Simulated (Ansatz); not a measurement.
## Hf3N4: pressure series

Consider Hf3N4 (space group Fd-3m, No. 227; a = 9.004 Å; a cell from a computed database, its experimental status unchecked).

Cell and atoms are relaxed at each pressure.

Calculations: PBEsol (Ansatz, a quantum-chemistry and plane-wave program; PAW; 420 eV plane waves; no spin-orbit coupling).

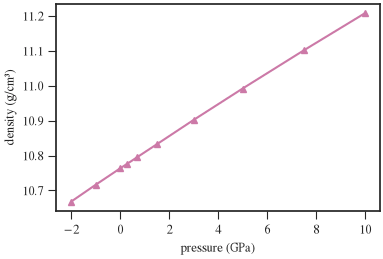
Figure. Density against pressure

Task: From the plot, what is the density for pressure 10 GPa?

Result: About 11.21 g/cm³.

Task: Is the trend monotonic over the range shown?

Result: Yes, it rises throughout, spanning 10.67 g/cm³ to 11.21 g/cm³.

Load acts through the strain it causes; cell and atoms are relaxed under it. Whether these cells are dynamically stable was not tested. Competing high-pressure phases were not computed.
